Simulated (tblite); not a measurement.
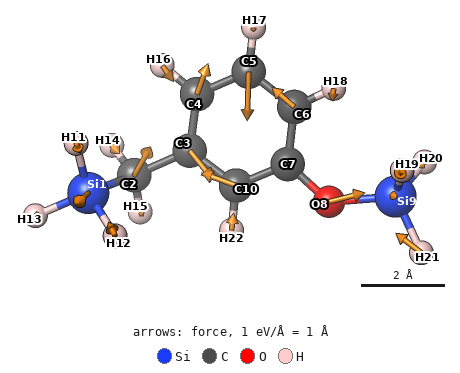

Starting geometry of C7H12OSi2 with the computed forces as orange arrows. A ball-and-stick model, seen face on.

All numbers below come from GFN2-xTB geometry optimisation, gas phase (tblite). 

What follows when this structure is relaxed?

It isn't relaxed: the largest force vector, on Si1, is 1.23 eV/Å. The final displacements have little in common with the starting forces (cosine between the two patterns 0.26). The atom that moves furthest after the best rigid fit is H21 (0.29 Å). By element the largest moves are H 0.29 Å, Si 0.12 Å, C 0.08 Å, O 0.05 Å. Some distances before and after: Si9–H21 1.494 → 1.454 Å, Si1–C2 1.874 → 1.911 Å, O8–Si9 1.658 → 1.623 Å, Si1–H12 1.494 → 1.462 Å. Among the angles between lasting bonds that change: O8–Si9–H21 109.9° → 99.0°, Si1–C2–C3 116.0° → 110.4°, H19–Si9–H21 108.6° → 113.1°. After 52 geometry steps the energy has fallen by 0.221 eV. Cost: 0.54 s on 1 thread of Arm Neoverse V1, on a shared host.
